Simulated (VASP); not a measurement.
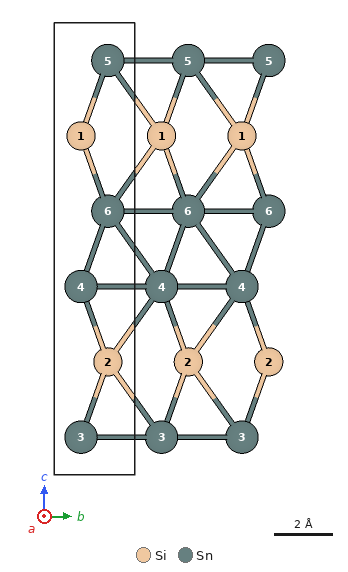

This is the input geometry for a relaxation of solid SiSn2 (a generated structure, set up in P6_3/mmc). The picture is a ball-and-stick view of the cell of the calculation, repeated 1 × 3 × 1 with one cell outlined, seen along the a axis.

The run lets cell and atoms move.

The calculation used Kohn-Sham DFT of a periodic cell, PBE, VASP PAW PBE potentials, recommended in VASP.

Input file:
```
SYSTEM = SiSn2
ALGO = Fast
EDIFF = 1E-6
EDIFFG = -0.04
ENCUT = 600
GGA = PE
IBRION = 2
ISIF = 3
ISMEAR = 0
LASPH = .TRUE.
LCHARG = .FALSE.
LREAL = .FALSE.
LWAVE = .FALSE.
NELM = 100
NSW = 90
PREC = Accurate
SIGMA = 0.1
```

Launched with:
```bash
cat potpaw_PBE.64/Si/POTCAR potpaw_PBE.64/Sn_d/POTCAR > POTCAR
mpirun -np 1 vasp_std > vasp.out
```

The structure:
```
Si Sn
1.0
     3.23519    0.00000    0.00000
    -1.61759    2.80175    0.00000
     0.00000    0.00000   15.74085
Si Sn
2 4
Direct
  0.66667 0.33333 0.75000
  0.33333 0.66667 0.25000
  0.66667 0.33333 0.08333
  0.66667 0.33333 0.41667
  0.33333 0.66667 0.91667
  0.33333 0.66667 0.58333
```

### What does the optimiser find from here?

The largest moves relative to the cell, 0.25 Å, are those of Sn3, Sn4, Sn5 and Sn6. Sn6 goes along +c. Si stays in place. The drawn cell changes as follows: a = b 3.235 → 3.360 Å (+3.9 %), c 15.741 → 14.741 Å (−6.3 %); the volume changes by +1.0 %. Near-neighbour distances that change, for instance: Sn3–Sn5 3.220 → 3.530 Å, Si1–Sn5 3.220 → 2.942 Å, Sn3–Sn3 3.235 → 3.360 Å. The space group stays P6_3/mmc (No. 194). The energy falls by 117 meV per atom in 16 geometry steps. The largest force component goes from 1 to 0.034 eV/Å. Pressure: 1.91 GPa at the start and −0.02 GPa at the end. It ran on 1 thread of Intel(R) Xeon(R) Platinum 8259CL CPU @ 2.50GHz (Skylake/Cascade Lake), on a shared host.

After the run, drawn alike:

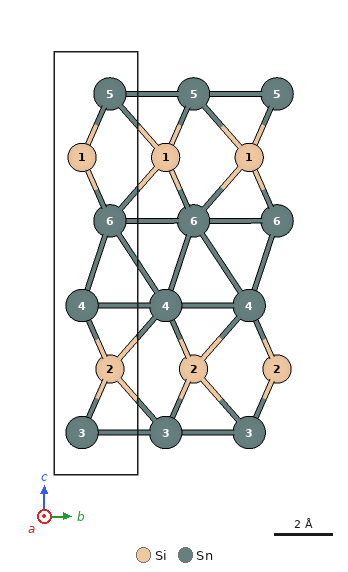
